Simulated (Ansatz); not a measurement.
# CH3BOS: the cost of one run

Program: Ansatz 0.2.0, Gaussian basis. Level of theory: single points in def2-TZVPP. These are calculated values, not measurements.

Cores are frozen in the correlated methods.

## (1) Where the work starts

SMILES `B1OCS1`, 7 atoms, charge 0, spin multiplicity 1.

Atoms are counted from 1 here; the program's logs count them from 0.

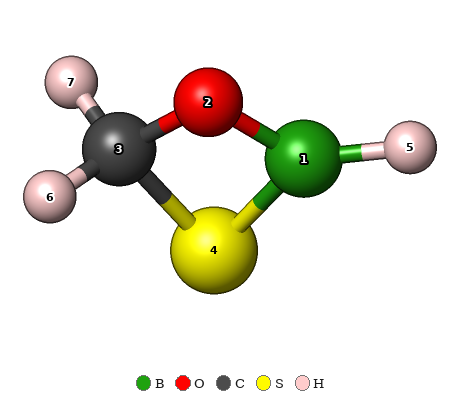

Start geometry, drawn with boron green, oxygen red, carbon dark grey, sulfur yellow, hydrogen pink; atoms are numbered from 1 in the order of the file.

As a file:

```
B    -1.0300    0.4245   -0.4643
O    -0.2482    0.5910    0.6797
C     0.6998   -0.3348    0.3960
S     0.0855   -0.7030   -1.2712
H    -2.0810    0.9664   -0.7562
H     1.7333    0.0476    0.3835
H     0.7088   -1.1729    1.0990
```

## (2) PBE-D4/def2-TZVPP

Contents of run/in.yaml:

```yaml
crystal:
  periodic: [false, false, false]
  atoms:
    - {symbol: B, position_ang: [-1.030022, 0.424474, -0.464255]}
    - {symbol: O, position_ang: [-0.248209, 0.591004, 0.679669]}
    - {symbol: C, position_ang: [0.699771, -0.334826, 0.396009]}
    - {symbol: S, position_ang: [0.085481, -0.702981, -1.271217]}
    - {symbol: H, position_ang: [-2.081047, 0.966422, -0.756234]}
    - {symbol: H, position_ang: [1.733268, 0.047639, 0.383454]}
    - {symbol: H, position_ang: [0.708760, -1.172884, 1.098965]}
basis:
  gaussian: {orbitals: def2-TZVPP}
hamiltonian: {xc: pbe, dispersion: d4}
output: {forces: true}
```

The run is started by

```sh
$ ansatz run in.yaml --threads 2 --pin off --events-out ev --progress --plain --max-ram 3481MiB
```

Q: Estimate wall time and peak memory on 2 threads of AMD EPYC 9R45, shared host.

About 1.1 s, with a peak of 0.19 GiB.
